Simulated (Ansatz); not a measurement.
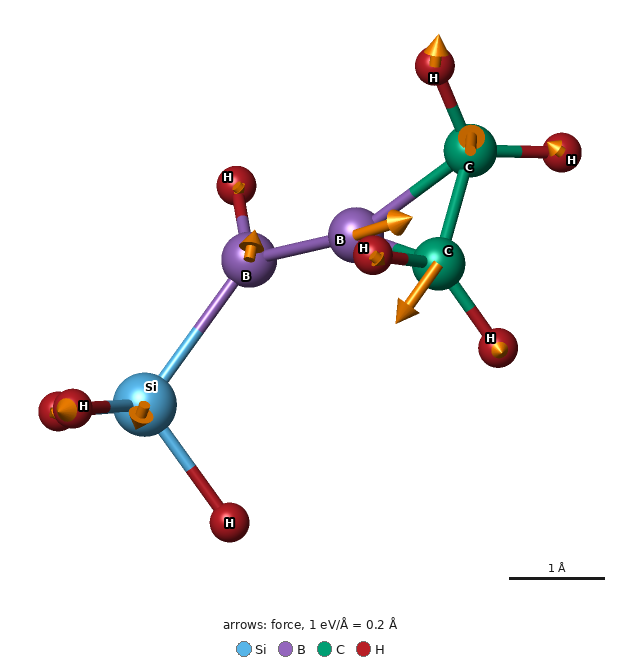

Starting geometry of C2H8B2Si (coarse preliminary run) with the computed forces as orange arrows. A ball-and-stick model, seen from a free direction.

The start comes from a force field.

Method: Ansatz, RKS PBE-D4/def2-SVP.

Input
```yaml
crystal:
  periodic: [false, false, false]
  atoms:
    - {symbol: Si, position_ang: [-2.356500, 0.138300, 0.582000]}
    - {symbol: B, position_ang: [-0.575400, 0.194900, 1.199100]}
    - {symbol: B, position_ang: [0.633200, -0.014800, 0.110100]}
    - {symbol: C, position_ang: [1.322600, -0.252100, -1.361800]}
    - {symbol: C, position_ang: [2.226300, -0.149300, -0.284400]}
    - {symbol: H, position_ang: [-2.693000, -1.097500, -0.061900]}
    - {symbol: H, position_ang: [-3.287900, 0.394300, 1.710200]}
    - {symbol: H, position_ang: [-2.551500, 1.276400, -0.421200]}
    - {symbol: H, position_ang: [-0.335100, 0.375800, 2.388500]}
    - {symbol: H, position_ang: [1.154100, 0.625500, -1.995000]}
    - {symbol: H, position_ang: [1.058800, -1.291800, -1.711400]}
    - {symbol: H, position_ang: [2.788100, 0.831600, -0.196400]}
    - {symbol: H, position_ang: [2.636900, -1.066100, 0.057000]}
basis:
  gaussian: {orbitals: def2-SVP}
hamiltonian: {xc: pbe, dispersion: d4}
relax: {f_tol: 0.03, max_steps: 200}
```

Command:
```bash
ansatz run in.yaml --threads 4 --pin off --events-out ev --progress --plain --max-ram 10444MiB
```

Question: Is this structure relaxed? If not, where do the atoms go?

Answer: It isn't relaxed: the largest force vector, on B3, is 4.05 eV/Å. The final displacements have little in common with the starting forces (cosine between the two patterns 0.02). H9 moves most after the best rigid fit: 1.92 Å. Largest moves by element: H 1.92 Å, B 0.96 Å, C 0.69 Å, Si 0.38 Å. Among the contacts that change: Si1–B2 1.886 → 2.033 Å, C4–C5 1.410 → 1.493 Å, Si1–H6 1.434 → 1.511 Å, B2–B3 1.640 → 1.576 Å. Among the angles between lasting bonds that change: B3–B2–H9 121.2° → 135.3°, Si1–B2–B3 118.3° → 106.4°, H12–C5–H13 122.1° → 114.0°. Groups turn about Si1–B2 by about 60°. After 19 accepted moves (21 points after the start) the energy has fallen by 47.1 kcal/mol. Largest force component: 3.7 eV/Å at the start, 0.023 eV/Å at the end. The line search rejected the trial steps at points 11, 18 of the run.
